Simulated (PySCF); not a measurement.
# C$_{6}$H$_{3}$ClF (SMILES Fc1[c]ccc(Cl)c1) (doublet): what the fields show

```yaml
atoms:
  - { symbol: F, position_ang: [2.5471, -1.2825, 0.0366] }
  - { symbol: C, position_ang: [1.2989, -0.7968, 0.0174] }
  - { symbol: C, position_ang: [0.1953, -1.6009, 0.0020] }
  - { symbol: C, position_ang: [-1.0806, -1.1300, -0.0165] }
  - { symbol: C, position_ang: [-1.2774, 0.2502, -0.0203] }
  - { symbol: C, position_ang: [-0.1718, 1.0859, -0.0064] }
  - { symbol: Cl, position_ang: [-0.4042, 2.7988, -0.0146] }
  - { symbol: C, position_ang: [1.1193, 0.5846, 0.0130] }
  - { symbol: H, position_ang: [-1.9283, -1.7969, -0.0282] }
  - { symbol: H, position_ang: [-2.2751, 0.6585, -0.0338] }
  - { symbol: H, position_ang: [1.9821, 1.2317, 0.0248] }
```

Geometry: GFN2-xTB.

The calculation used UKS B3LYP, pcH-1 on C Cl F H, non-relativistic, mean-field spin-orbit, GIAO (PySCF 2.14.0, density-fitted response routines).

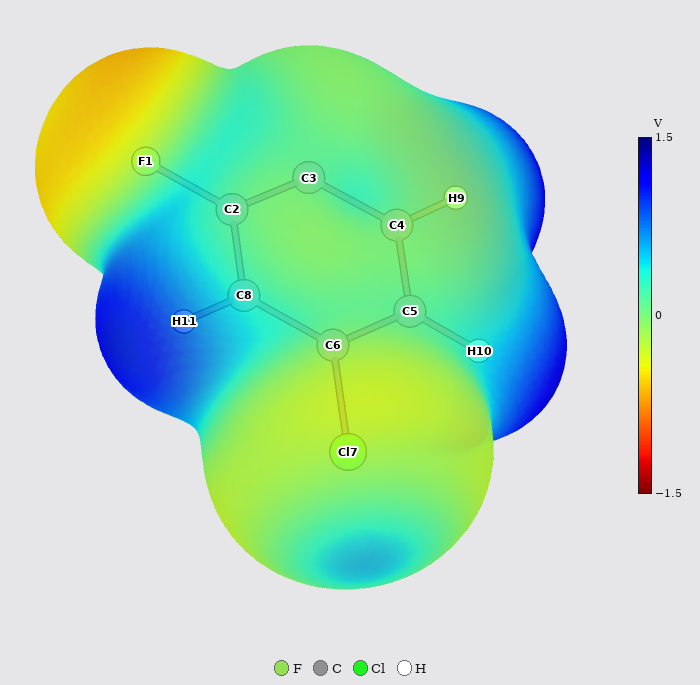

Figure 1. The molecular electrostatic potential painted on the density surface at 0.002 e/bohr³, seen at a tilt; the colour scale runs from red (negative) to blue (positive).

Describe the electrostatic potential map.

The most negative region (about −0.7 V, or −16 kcal/mol for a unit charge) lies over F1, the most positive (about +1.4 V, or +32 kcal/mol for a unit charge) over H9. Cl7 shows a σ-hole: about +0.6 V, or +14 kcal/mol for a unit charge at the tip opposite its bond, against about −0.2 V on its flanks.

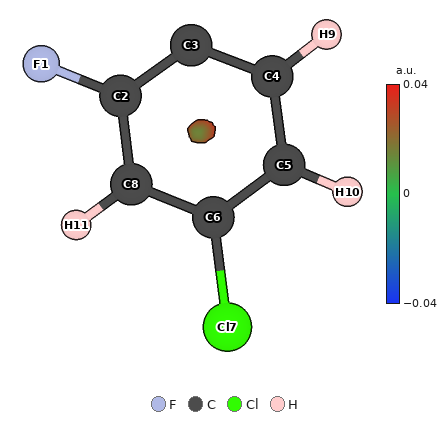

Figure 2. Non-covalent interaction (NCI) plot: the surface where the reduced density gradient is 0.6, for densities under 0.05 a.u., coloured by sign(λ₂)ρ; seen across its widest extent.

Which non-covalent interactions does the plot reveal?

Inside the ring or cage of C2, C3, C4, C5, C6 and C8: steric crowding (red).

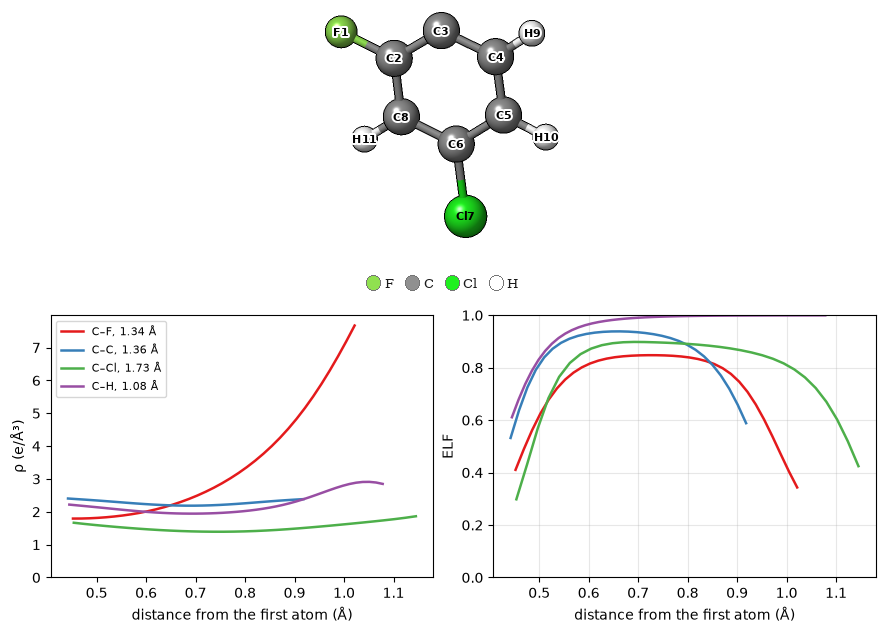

Figure 3. Electron density and ELF along straight lines between neighbouring atoms. The curves leave out the atomic cores. The structure is drawn too.

What can be read from the curves?

C–F (1.34 Å): the density is about 2.3 e/Å³ at the midpoint; the ELF peaks at about 0.85 between the atoms (a polar covalent bond).
C–C (1.36 Å): the density is about 2.2 e/Å³ at the midpoint; the ELF peaks at about 0.95 between the atoms: a covalent bond.
C–Cl (1.73 Å): the density is about 1.4 e/Å³ at the midpoint; the ELF peaks at about 0.90 between the atoms (localised, covalent bonding).
C–H (1.08 Å): the density is about 2.1 e/Å³ at the midpoint; the ELF climbs to about 1 towards the hydrogen, as it does in any bond to H; a covalent bond by its length.
